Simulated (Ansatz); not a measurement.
# ZnGa2Se3S: relaxing a made-up structure

This structure for ZnGa2Se3S is made up. Its elements were placed in a known structure type with a cell scaled to their sizes. What cell does the guess relax to, and how far off was it?

Method: DFT, r2SCAN, plane-wave PAW, files of the set soft_1, scalar-relativistic, no spin, cell and ions relaxed at zero pressure; PAW set soft_1, in Ansatz 0.2.0.

**1. Starting point**

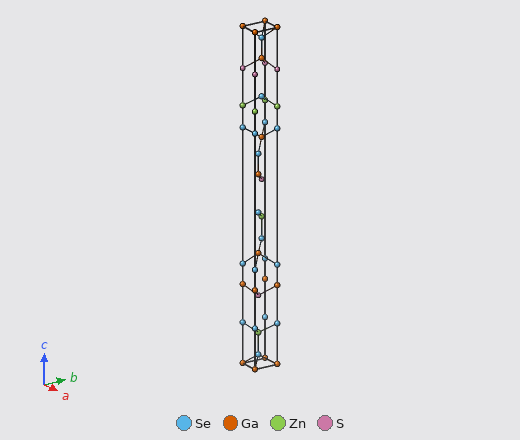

The starting structure, seen slightly off an axis (selenium blue, gallium orange, zinc green, sulfur pink). This picture shows the conventional cell, with its axes. Bonds to atoms that aren't drawn are left out. Some periodic images of atoms are drawn too.

**2. Relaxation of the guess**

The guessed cell has no reason to be at equilibrium. It is relaxed with the atoms, within the space group of the guess.

Input file input.yaml:

```yaml
crystal:
  lattice:
    - [1.9495, 1.12554435, 12.744666667]
    - [-1.9495, 1.12554435, 12.744666667]
    - [0.0, -2.2510887, 12.744666667]
  atoms:
    - { symbol: Se, position: [0.704166667, 0.704166667, 0.704166667] }
    - { symbol: Se, position: [0.2998, 0.2998, 0.2998] }
    - { symbol: Se, position: [0.878266667, 0.878266667, 0.878266667] }
    - { symbol: Ga, position: [0.764966667, 0.764966667, 0.764966667] }
    - { symbol: Ga, position: [0.998966667, 0.998966667, 0.998966667] }
    - { symbol: Zn, position: [0.2344, 0.2344, 0.2344] }
    - { symbol: S, position: [0.1243, 0.1243, 0.1243] }
kpoints:
  mp_grid: { grid: [8, 8, 8] }
scf:
  occupations: { method: fermi_dirac, width: 0.05 }
hamiltonian:
  xc: r2scan
  pseudopotentials: { kind: paw, azcp: { folder: soft_1 } }
relax:
  f_tol: 0.015
  max_steps: 70
  cell: {}
output:
  forces: true
  stress: true
```

Launch:

```sh
$ ansatz run input.yaml --threads 4 --pin off --max-ram 10240MiB --backend cpu --events-out ev --progress --plain --runs-dir out
```

Numbers of over 12 decimals in the logs are rounded to 6 here.

What it wrote:

```text
basis.fft_grid_basis auto: the FFT boxes are laid along the combinations [[1, 0, -1], [0, 1, -1], [0, 0, 1]] of the cell's own vectors, 3.899, 3.899 and 12.942 Å long. The dense box has 30×30×96 points. Along the cell's own vectors, as sized, it would have 96×96×96, 10.24 times as many. Of the 6 symmetry operations that the crystal satisfies within crystal.symmetry.tolerance (time reversal apart; of a slab, those tha [...]
Engine: ansatz 0.2.0, aarch64-unknown-linux-gnu
Pseudopotentials: kind: paw
Pseudopotential: Se, paw, valence charge 16, recommended cutoff 500 eV (meta_gga), soft_1/Se.paw.azcp
Pseudopotential: Ga, paw, valence charge 13, recommended cutoff 500 eV (meta_gga), soft_1/Ga.paw.azcp
Pseudopotential: Zn, paw, valence charge 12, recommended cutoff 500 eV (meta_gga), soft_1/Zn.paw.azcp
Pseudopotential: S, paw, valence charge 6, recommended cutoff 500 eV (meta_gga), soft_1/S.paw.azcp
Functional definition: r2SCAN
  parameter k0 = 0.174
  parameter k1 = 0.065
  parameter a1 = 4.9479
  exchange = r2scan_x(k0 = k0, k1 = k1, a1 = a1)
  correlation = r2scan_c
Crystal: 7 atoms, lattice volume = 167.790 Å³
Basis set: ecut = 500 eV, 4265 PW (Γ), FFT grids on a1−a3, a2−a3, a3, exchange–correlation on 120×120×384 points (64 copies of the dense FFT grid, shifted against one another)
Bands: 56, of which v1, the nominal top of the filled ones, is band 46 counted from 1 (45 counted from 0)
Symmetry: 6 space group operations
Space group: R3m (ITA 160), of the structure as read, at distance tolerance 5.5e-5 Å
k-points: 65 of 512 (time reversal used)
Non-local potential: Se, projectors of the file, l = 0: 2, l = 1: 2, l = 2: 3, l = 3: 1
Non-local potential: Ga, projectors of the file, l = 0: 2, l = 1: 2, l = 2: 3, l = 3: 1
Non-local potential: Zn, projectors of the file, l = 0: 2, l = 1: 2, l = 2: 3, l = 3: 1
Non-local potential: S, projectors of the file, l = 0: 2, l = 1: 2, l = 2: 1
PAW form: soft (Blöchl's): semilocal exchange-correlation on the pseudo side does not see the compensation charge
PAW frozen core: Se, regenerated for the run's functional (the file was generated under x = pbe(κ = 0.804, μ = 0.219515), c = pbe(β = 0.066725))
PAW frozen core: Ga, regenerated for the run's functional (the file was generated under x = pbe(κ = 0.804, μ = 0.219515), c = pbe(β = 0.066725))
PAW frozen core: Zn, regenerated for the run's functional (the file was generated under x = pbe(κ = 0.804, μ = 0.219515), c = pbe(β = 0.066725))
PAW frozen core: S, regenerated for the run's functional (the file was generated under x = pbe(κ = 0.804, μ = 0.219515), c = pbe(β = 0.066725))
PAW one-centre angular grid: Se, 590 points (default); XC on 160 Gauss nodes
PAW one-centre angular grid: Ga, 590 points (default); XC on 160 Gauss nodes
PAW one-centre angular grid: Zn, 590 points (default); XC on 160 Gauss nodes
PAW one-centre angular grid: S, 302 points (default); XC on 160 Gauss nodes
Initial density: superposition of atomic densities (chi_scale 0.1, normalization cell, long waves kept (reshape's long-wave potential 0.12 eV rms))
Initial wavefunctions: pseudopotential atomic-orbital guess
Functional: x = r2scan, c = r2scan; τ floored in thin density (d = 2e-4 eV/Å³)
SCF iter   1: F=—  HF=-28251.952134 eV  |F-HF|=—  |Δ(HF+E_count)|=         —  Δρ=6.47e-2  dr2=5.00e0  dr2_τ=1.97e-2  ethr=3.10e-3  ⟨swp⟩=6.1  Hψ=14965  notcnv=0  defer=5
preconditioner: auto → Resta (q_TF=auto, 2.468 Å⁻¹)  ε∞=3.3  [insulator: Δε(μ)=0.837 eV  Ē_g=14.734 eV  σ=0.050 eV  W_gap=1.00  n_scr=46 (ndim 8)  ℏωp=22.6 eV  f_vac=0.061  D(μ)=0.00/eV (n_scr^D=0)  ε∞_Penn≈3.3]
SCF iter   2: F=—  HF=-28250.866239 eV  |F-HF|=—  |Δ(HF+E_count)|=    1.09e0  Δρ=2.55e-2  dr2=7.43e-1  dr2_τ=5.96e-3  ethr=3.10e-3  ⟨swp⟩=2.9  Hψ=7053  notcnv=0  defer=162
preconditioner: auto → LDOS  [metal: Δε(μ)=0.060 eV  Ē_g=14.000 eV  σ=0.050 eV  W_gap=0.29  n_scr=46 (ndim 8)  ℏωp=22.6 eV  f_vac=0.070  D(μ)=0.61/eV (n_scr^D=2)  β→1.0]
SCF iter   3: F=—  HF=-28250.841105 eV  |F-HF|=—  |Δ(HF+E_count)|=   2.51e-2  Δρ=1.76e-2  dr2=4.21e-1  dr2_τ=6.29e-3  ethr=8.08e-4  ⟨swp⟩=3.3  Hψ=7072  notcnv=0  defer=150
SCF iter   4: F=—  HF=-28250.663521 eV  |F-HF|=—  |Δ(HF+E_count)|=   1.78e-1  Δρ=6.27e-3  dr2=3.32e-1  dr2_τ=7.26e-4  ethr=4.57e-4  ⟨swp⟩=3.2  Hψ=5820  notcnv=0  defer=125
SCF iter   5: F=—  HF=-28250.646032 eV  |F-HF|=—  |Δ(HF+E_count)|=   1.75e-2  Δρ=4.28e-3  dr2=7.22e-2  dr2_τ=7.69e-5  ethr=3.61e-4  ⟨swp⟩=2.0  Hψ=4579  notcnv=0  defer=120
SCF iter   6: F=—  HF=-28250.642786 eV  |F-HF|=—  |Δ(HF+E_count)|=   3.25e-3  Δρ=1.09e-3  dr2=1.23e-2  dr2_τ=3.93e-5  ethr=7.84e-5  ⟨swp⟩=2.7  Hψ=5124  notcnv=0  defer=120
SCF iter   7: F=—  HF=-28250.641834 eV  |F-HF|=—  |Δ(HF+E_count)|=   9.52e-4  Δρ=5.11e-4  dr2=4.27e-3  dr2_τ=7.27e-6  ethr=1.34e-5  ⟨swp⟩=1.0  Hψ=4229  notcnv=0  defer=118
SCF iter   8: F=—  HF=-28250.641444 eV  |F-HF|=—  |Δ(HF+E_count)|=   3.89e-4  Δρ=1.50e-4  dr2=3.22e-4  dr2_τ=2.43e-7  ethr=4.64e-6  ⟨swp⟩=1.0  Hψ=3513  notcnv=0  defer=118
SCF iter   9: F=—  HF=-28250.641415 eV  |F-HF|=—  |Δ(HF+E_count)|=   2.89e-5  Δρ=3.61e-5  dr2=1.16e-5  dr2_τ=4.41e-8  ethr=3.50e-7  ⟨swp⟩=1.2  Hψ=3527  notcnv=0  defer=118
SCF iter  10: F=—  HF=-28250.641356 eV  |F-HF|=—  |Δ(HF+E_count)|=   5.97e-5  Δρ=1.88e-5  dr2=2.69e-6  dr2_τ=2.04e-8  ethr=1.26e-8  ⟨swp⟩=3.0  Hψ=7024  notcnv=0  defer=118
SCF iter  11: F=-28250.641355 eV  HF=-28250.641355 eV  |F-HF|=5.34e-8  |Δ(HF+E_count)|=   2.10e-7  Δρ=4.49e-6  dr2=7.49e-8  dr2_τ=9.90e-10  ethr=1.09e-10  ⟨swp⟩=4.0  Hψ=14059  notcnv=0
SCF 1 converged in 11 iterations: F = -28250.641355 eV  dr2 = 7.49e-8
  greatest PAW one-centre occupation: 1.000 electrons in one spin orbital (limit 2), on the Se atom at site 1 (counted from 0), in its partial waves of l = 2
relax step   1: F+E_penalty+E_count = -28250.64135524 eV  Δ(F+E_penalty+E_count) = +0.000e0 eV  max|allowed force component| = 1.310e0 eV/Å  Δτ_max = 0.0000 Å  P = -2.263 GPa  Ω = 167.790 Å³  (11 SCF iters, dr2 threshold 1.00e-7 eV, accepted)
Crystal: 7 atoms, lattice volume = 158.275 Å³
Basis set: ecut = 500 eV, 3965 PW (Γ), FFT grids on a1−a3, a2−a3, a3, exchange–correlation on 120×120×384 points (64 copies of the dense FFT grid, shifted against one another)
Initial density: handed on by an earlier stage of this run
Initial wavefunctions: those handed on with the density
iter 1 solved again at ethr=5.56e-4 eV; its pass at ethr=3.10e-3 eV (dr2=5.12e-1 eV) is discarded
SCF iter   1: F=—  HF=-28250.486927 eV  |F-HF|=—  |Δ(HF+E_count)|=         —  Δρ=2.44e-2  dr2=5.19e-1  dr2_τ=5.23e-1  ethr=5.56e-4  ⟨swp⟩=1.6  Hψ=16880  notcnv=0
[...]
preconditioner: auto → LDOS  [metal: Δε(μ)=0.034 eV  Ē_g=13.932 eV  σ=0.050 eV  W_gap=0.17  n_scr=46 (ndim 8)  ℏωp=23.1 eV  f_vac=0.091  D(μ)=0.80/eV (n_scr^D=2)  β→1.0]
SCF iter   2: F=—  HF=-28250.848901 eV  |F-HF|=—  |Δ(HF+E_count)|=   1.75e-1  Δρ=5.10e-3  dr2=1.06e-1  dr2_τ=1.23e-3  ethr=1.38e-4  ⟨swp⟩=3.6  Hψ=7508  notcnv=0
SCF iter   3: F=—  HF=-28250.823235 eV  |F-HF|=—  |Δ(HF+E_count)|=   2.57e-2  Δρ=1.21e-3  dr2=4.87e-3  dr2_τ=5.54e-5  ethr=1.15e-4  ⟨swp⟩=3.0  Hψ=5876  notcnv=0  defer=159
SCF iter   4: F=—  HF=-28250.823071 eV  |F-HF|=—  |Δ(HF+E_count)|=   1.64e-4  Δρ=5.56e-4  dr2=5.53e-4  dr2_τ=8.75e-6  ethr=5.29e-6  ⟨swp⟩=2.0  Hψ=5069  notcnv=0  defer=159
SCF iter   5: F=—  HF=-28250.823004 eV  |F-HF|=—  |Δ(HF+E_count)|=   6.74e-5  Δρ=3.10e-4  dr2=2.21e-4  dr2_τ=2.09e-6  ethr=6.01e-7  ⟨swp⟩=3.0  Hψ=6613  notcnv=0  defer=159
SCF iter   6: F=—  HF=-28250.822963 eV  |F-HF|=—  |Δ(HF+E_count)|=   4.09e-5  Δρ=5.65e-5  dr2=9.10e-6  dr2_τ=6.93e-8  ethr=2.40e-7  ⟨swp⟩=2.0  Hψ=4481  notcnv=0  defer=159
SCF iter   7: F=-28250.822963 eV  HF=-28250.822964 eV  |F-HF|=7.61e-7  |Δ(HF+E_count)|=   5.69e-7  Δρ=2.09e-5  dr2=5.43e-7  dr2_τ=1.16e-8  ethr=7.61e-10  ⟨swp⟩=3.6  Hψ=15305  notcnv=0
SCF 3 converged in 7 iterations: F = -28250.822963 eV  dr2 = 5.43e-7
relax step   3: F+E_penalty+E_count = -28250.82296276 eV  Δ(F+E_penalty+E_count) = -4.486e-2 eV  max|allowed force component| = 2.129e-1 eV/Å  Δτ_max = 0.1285 Å  P = +0.019 GPa  Ω = 160.229 Å³  energy of the carried Pulay correction = +1.578e-3 eV  (7 SCF iters, dr2 threshold 7.00e-7 eV, accepted)
[...]
relax step   4: F+E_penalty+E_count = -28250.83010086 eV  Δ(F+E_penalty+E_count) = -7.138e-3 eV  max|allowed force component| = 1.421e-1 eV/Å  Δτ_max = 0.0478 Å  P = +0.015 GPa  Ω = 159.175 Å³  energy of the carried Pulay correction = +1.804e-3 eV  (7 SCF iters, dr2 threshold 7.00e-7 eV, accepted)
[...]
relax step   5: F+E_penalty+E_count = -28250.83235583 eV  Δ(F+E_penalty+E_count) = -2.255e-3 eV  max|allowed force component| = 7.368e-2 eV/Å  Δτ_max = 0.0110 Å  P = +0.119 GPa  Ω = 159.030 Å³  energy of the carried Pulay correction = +1.836e-3 eV  (6 SCF iters, dr2 threshold 7.00e-7 eV, accepted)
[...]
relax step   6: F+E_penalty+E_count = -28250.83330716 eV  Δ(F+E_penalty+E_count) = -9.513e-4 eV  max|allowed force component| = 1.503e-2 eV/Å  Δτ_max = 0.0185 Å  P = +0.064 GPa  Ω = 159.130 Å³  energy of the carried Pulay correction = +1.814e-3 eV  (6 SCF iters, dr2 threshold 3.39e-7 eV, accepted)
[...]
relax step   7: F+E_penalty+E_count = -28250.83337749 eV  Δ(F+E_penalty+E_count) = -7.033e-5 eV  max|allowed force component| = 9.747e-3 eV/Å  Δτ_max = 0.0029 Å  P = +0.006 GPa  Ω = 159.402 Å³  energy of the carried Pulay correction = +1.755e-3 eV  (6 SCF iters, dr2 threshold 1.99e-8 eV, accepted)
Initial wavefunctions: pseudopotential atomic-orbital guess (no wavefunctions were taken with the density)
iter 1 solved again at ethr=4.24e-7 eV; its pass at ethr=3.10e-3 eV (dr2=3.90e-4 eV) is discarded
SCF iter   1: F=—  HF=-28250.831919 eV  |F-HF|=—  |Δ(HF+E_count)|=         —  Δρ=6.49e-5  dr2=2.12e-6  dr2_τ=1.10e-6  ethr=4.24e-7  ⟨swp⟩=3.0  Hψ=24258  notcnv=0
preconditioner: auto → LDOS  [metal: Δε(μ)=0.052 eV  Ē_g=13.933 eV  σ=0.050 eV  W_gap=0.25  n_scr=44 (ndim 8)  ℏωp=23.2 eV  f_vac=0.079  D(μ)=0.77/eV (n_scr^D=2)  β→1.0]
SCF iter   2: F=—  HF=-28250.831867 eV  |F-HF|=—  |Δ(HF+E_count)|=   5.20e-5  Δρ=4.96e-5  dr2=2.88e-6  dr2_τ=1.13e-8  ethr=2.30e-9  ⟨swp⟩=2.2  Hψ=6531  notcnv=0
SCF iter   3: F=—  HF=-28250.831867 eV  |F-HF|=—  |Δ(HF+E_count)|=   3.32e-7  Δρ=4.42e-5  dr2=1.60e-6  dr2_τ=9.30e-9  ethr=2.30e-9  ⟨swp⟩=2.0  Hψ=5662  notcnv=0
SCF iter   4: F=—  HF=-28250.831866 eV  |F-HF|=—  |Δ(HF+E_count)|=   7.99e-7  Δρ=1.49e-5  dr2=2.45e-7  dr2_τ=5.12e-10  ethr=1.74e-9  ⟨swp⟩=2.0  Hψ=4563  notcnv=0
SCF iter   5: F=—  HF=-28250.831866 eV  |F-HF|=—  |Δ(HF+E_count)|=   9.97e-8  Δρ=4.13e-6  dr2=1.73e-8  dr2_τ=9.80e-11  ethr=2.66e-10  ⟨swp⟩=2.0  Hψ=5643  notcnv=0
SCF iter   6: F=—  HF=-28250.831866 eV  |F-HF|=—  |Δ(HF+E_count)|=   7.31e-9  Δρ=6.05e-7  dr2=3.37e-10  dr2_τ=3.91e-12  ethr=1.88e-11  ⟨swp⟩=2.0  Hψ=4843  notcnv=0
SCF iter   7: F=—  HF=-28250.831866 eV  |F-HF|=—  |Δ(HF+E_count)|=  1.24e-10  Δρ=1.58e-7  dr2=7.75e-11  dr2_τ=9.34e-13  ethr=1.00e-12  ⟨swp⟩=5.0  Hψ=14278  notcnv=0
SCF iter   8: F=-28250.831866 eV  HF=-28250.831866 eV  |F-HF|=1.82e-11  |Δ(HF+E_count)|=  1.09e-11  Δρ=3.44e-8  dr2=4.42e-12  dr2_τ=2.31e-13  ethr=1.00e-12  ⟨swp⟩=5.0  Hψ=12914  notcnv=0
SCF 8 converged in 8 iterations: F = -28250.831866 eV  dr2 = 4.42e-12
relax step   8: F+E_penalty+E_count = -28250.83186623 eV  Δ(F+E_penalty+E_count) = +1.511e-3 eV  max|allowed force component| = 9.756e-3 eV/Å  Δτ_max = 0.0000 Å  P = -0.003 GPa  Ω = 159.402 Å³  stress off target by 6.68e-3 GPa  SCF on the basis re-selected at this cell (its energy is not comparable with the rows above)  (8 SCF iters)
basis re-selected at this cell: Δ(F+E_penalty+E_count) = +1.511e-3 eV, ΔP = -0.009 GPa vs the last step (what re-selecting the basis moved, of the pressure what is left beyond the Pulay correction that the steps carried, after the strain that the cell walked since its last selection, with what the two solves' SCF thresholds leave and, on support functions, any second-order correction that the steps lacked; it is no m [...]
SCF converged after 8 iterations
Free energy (F): -28250.831866 eV
Harris-Foulkes:  -28250.831866 eV  (|F-HF|=1.82e-11)
Internal energy: -28250.825140 eV  (E = F + TS)
E sigma→0 (E₀):  -28250.828503 eV
Entropy (-TS):   -0.006726 eV (-0.961 meV/atom)
Fermi energy:    7.388915 eV
--- Per-component energies (eV) ---
  E_band       = -1381.169379
  E_kinetic    = 805.469173
  E_local      = -15254.384560  (includes V_loc(G=0)·N_el)
  E_nonlocal   = -381.920939
  E_hartree    = 7932.679978
  E_xc         = -509.433894
  E_vxc        = -544.269817  (∫ρ·V_xc dr)
  E_paw        = -12976.186055  (= ΣΔE_a)
  E_vpaw       = -1898.602311  (= ΣTr[D̂ρ^β])
  E_aug_tail   = 0.000119  (compensation charges beyond the density's cutoff)
  E_vtau       = 27.179040  (kinetic-family band-sum trace: ∫τ·v_τ [+ j·A + Jᵃ·Aᵃ] dr)
  E_ewald      = -7860.156167
  E_core_change = -6.892794  (= ΣΔE_core)
  E_smearing   = -0.006726  (= −TS)
  E_closure    = 0.000000  (closes the sum)
  Σ components = -28250.831866   (vs F -28250.831866, Δ=0.00e0)
--- Forces (eV/Å), atoms counted from 1 ---
  atom   1  Se    -0.00000000    -0.00000000     0.00975527
  atom   2  Se     0.00000000     0.00000000     0.00654601
  atom   3  Se    -0.00000000    -0.00000000    -0.00272280
  atom   4  Ga     0.00000000     0.00000000    -0.00559562
  atom   5  Ga     0.00000000     0.00000000    -0.00568434
  atom   6  Zn     0.00000000     0.00000000    -0.00087829
  atom   7  S      0.00000000     0.00000000    -0.00142208
  max |Σ_I F_I| component: 1.84e-6 eV/Å
--- Stress (GPa, compression-positive) ---
       -0.000742       0.000000       0.000000
        0.000000      -0.000742      -0.000000
        0.000000      -0.000000      -0.006680
  P = ⅓ Tr σ = -0.0027 GPa (-0.027 kbar)
--- Relaxed structure (7 steps of the walk, 7 accepted, 1 SCFs on fresh bases) ---
  F+E_penalty+E_count = -28250.83186623 eV   max|allowed force component| = 9.756e-3 eV/Å   (the final SCF, on the basis selected at the relaxed cell)
  cell:  # Å, volume = 159.4024 Å³
    - [1.910985, 1.103308, 12.600558]
    - [-1.910985, 1.103308, 12.600558]
    - [0, -2.206615, 12.600558]
  atoms:
    - { symbol: Se, position: [0.706232, 0.706232, 0.706232] }
    - { symbol: Se, position: [0.299476, 0.299476, 0.299476] }
    - { symbol: Se, position: [0.874752, 0.874752, 0.874752] }
    - { symbol: Ga, position: [0.769292, 0.769292, 0.769292] }
    - { symbol: Ga, position: [0.999744, 0.999744, 0.999744] }
    - { symbol: Zn, position: [0.229866, 0.229866, 0.229866] }
    - { symbol: S, position: [0.125504, 0.125504, 0.125504] }
```

The job ended after 3.4 min (4 threads of Arm Neoverse V1, shared host; peak memory 1.2 GiB; 13 min of CPU time).

Step by step:

```
step  energy less that of the first step (eV)  largest force component (eV/Å)  pressure (GPa)  volume (Å³)
   1                                   0.0000                          1.3103           -2.26       167.79
   2                                  -0.1368                          0.6650           -0.58       158.28
   3                                  -0.1816                          0.2129            0.02       160.23
   4                                  -0.1887                          0.1421            0.02       159.18
   5                                  -0.1910                          0.0737            0.12       159.03
   6                                  -0.1920                          0.0150            0.06       159.13
   7                                  -0.1920                          0.0097            0.01       159.40
  8*                                  -0.1905                          0.0098            0.00       159.40
```

Relaxation steps marked * repeat the geometry before them on a plane-wave basis chosen anew for their cell, so energy and pressure can jump there.

The run keeps the 6 symmetry operations that it works with, so distortions that break them were not tested.

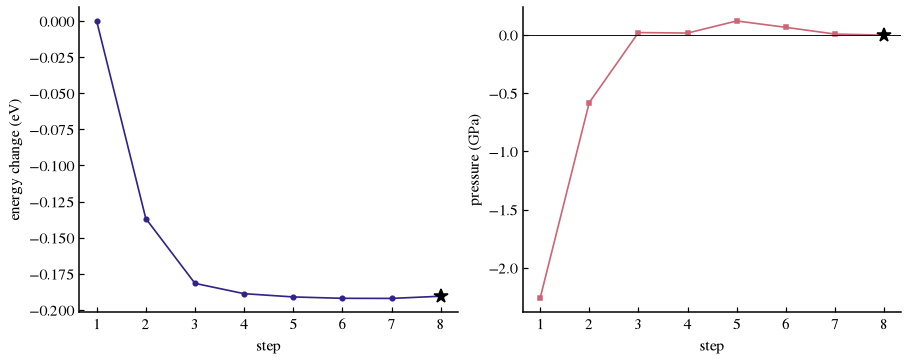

Energy and pressure along the relaxation. Stars mark steps on a basis chosen anew.

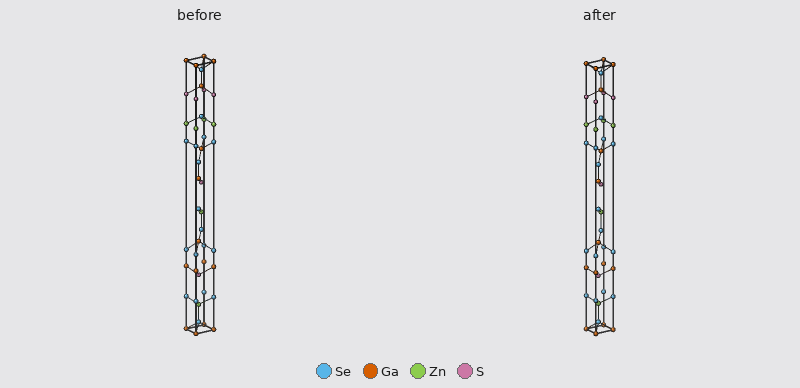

Before and after, at one scale. Bonds to atoms that aren't drawn are left out.

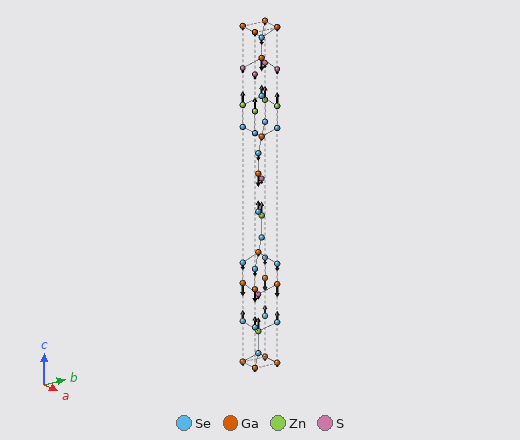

Displacements in the relaxation, exaggerated, measured against the changing cell; the longest in the cell stands for 0.17 Å. Bonds to atoms that aren't drawn are left out. Some periodic images of atoms are drawn too.

```
conventional cell, symmetrised  before   after  change
                         a (Å)   3.899   3.822  -2.0 %
                         b (Å)   3.899   3.822  -2.0 %
                         c (Å)  38.234  37.802  -1.1 %
              volume (Å³/atom)   23.97   22.77  -5.0 %
```

The atoms that moved most (Å, as changes of fractional coordinates times the final cell):

```
atom     dx     dy      dz  length
 Zn6  0.000  0.000  -0.171   0.171
 Ga4  0.000  0.000   0.163   0.163
 Se3  0.000  0.000  -0.133   0.133
 Se1  0.000  0.000   0.078   0.078
  S7  0.000  0.000   0.046   0.046
 Ga5  0.000  0.000   0.029   0.029
 Se2  0.000  0.000  -0.012   0.012
```

Final coordinates:

```cif
data_structure
_symmetry_space_group_name_H-M 'P 1'
_symmetry_Int_Tables_number 1
_cell_length_a 12.7923
_cell_length_b 12.7923
_cell_length_c 12.7923
_cell_angle_alpha 17.183
_cell_angle_beta 17.183
_cell_angle_gamma 17.183
_cell_volume 159.40
loop_
_atom_site_label
_atom_site_type_symbol
_atom_site_fract_x
_atom_site_fract_y
_atom_site_fract_z
_atom_site_occupancy
Se1 Se 0.70623 0.70623 0.70623 1
Se2 Se 0.29948 0.29948 0.29948 1
Se3 Se 0.87475 0.87475 0.87475 1
Ga4 Ga 0.76929 0.76929 0.76929 1
Ga5 Ga 0.99974 0.99974 0.99974 1
Zn6 Zn 0.22987 0.22987 0.22987 1
S7 S 0.12550 0.12550 0.12550 1
```

This step gave:

```
free energy             : -28250.8319 eV
energy at zero smearing : -28250.8285 eV
smearing term TS        : 0.006726 eV
Fermi energy            : 7.389 eV
electrons               : 92
symmetry operations     : 6
pressure                : -0.002721 GPa
```

Shortest distances by pair of elements, guess and relaxed (not always the same contact):

```
 pair  guess (Å)  relaxed (Å)
Se–Zn      2.414        2.355
 Ga–S      2.461        2.370
Ga–Se      2.325        2.384
Se–Se      3.528        3.546
Ga–Ga      3.899        3.822
```

The relaxation ends with a largest force component of 0.0098 eV/Å and a pressure of 0.00 GPa.

**3. Results**

```json
{"space group, relaxed": "R3m", "conventional cell": "a = 3.822, b = 3.822, c = 37.802 Å; α = 90.0°, β = 90.0°, γ = 120.0°", "volume per atom": "22.77 Å³ (guess 23.97)"}
```

In words: ZnGa2Se3S relaxes to R3m with a = 3.822, b = 3.822 and c = 37.802 Å. The guessed volume was 5 % too large. The space group R3m was held in the relaxation, so the end point is a stationary structure within it and may be a saddle against distortions or other arrangements. Mesh and cutoff weren't tested. No dispersion term is used, so weakly bound directions may come out too long. Nothing here tests whether the compound is stable against decomposition.

[Logs are printed without paths, hosts, clocks, repeated set-up lines and the standing remarks that a program may print on its own settings, such as how far it seeks lower states.]

[Hosts, paths, dates, database ids (printed as entryN), source tags and the programs' standing remarks are cut or masked in the printed files.]
